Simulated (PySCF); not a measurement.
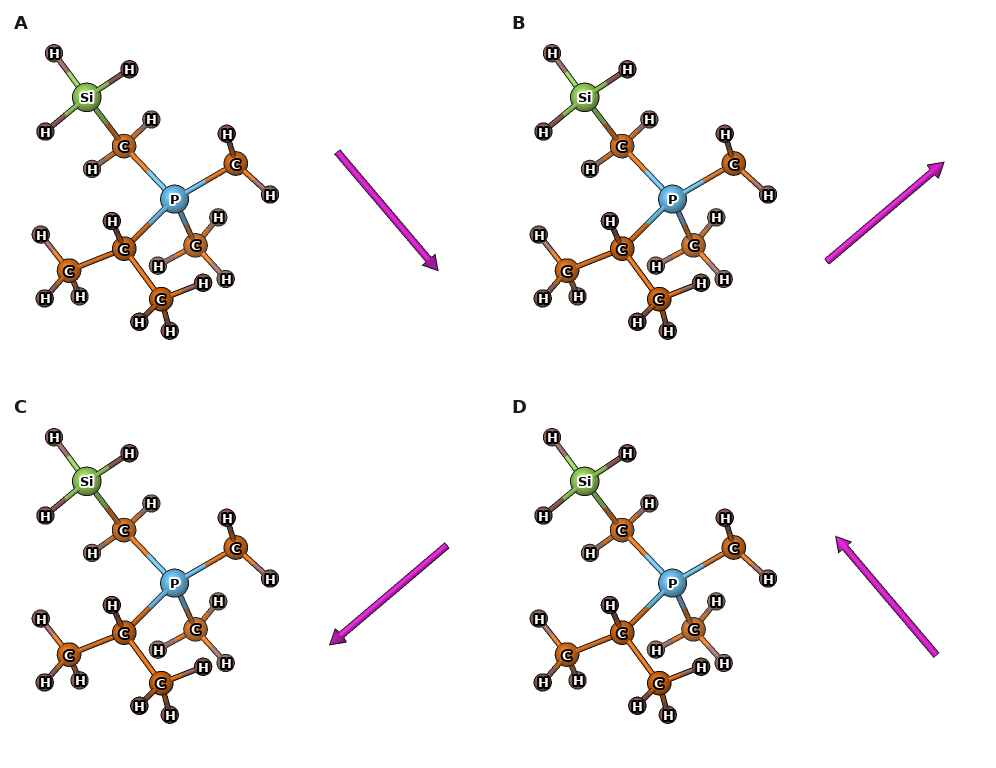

The same molecule four times, each with an arrow. The geometry was computed by an optimisation with GFN2-xTB. No frequency run is at hand to confirm it as a minimum. Method: PBE0/pcSseg-1, gas phase (PySCF 2.14.0).

> Which arrow points along the dipole moment, from the negative to the positive end?

C. The dipole moment is 3.31 D.

The geometry is semi-empirical. Around P, Si such bond lengths and angles can be off by a tenth of an ångström or more and by several degrees, and values that hang on the shape move with them.
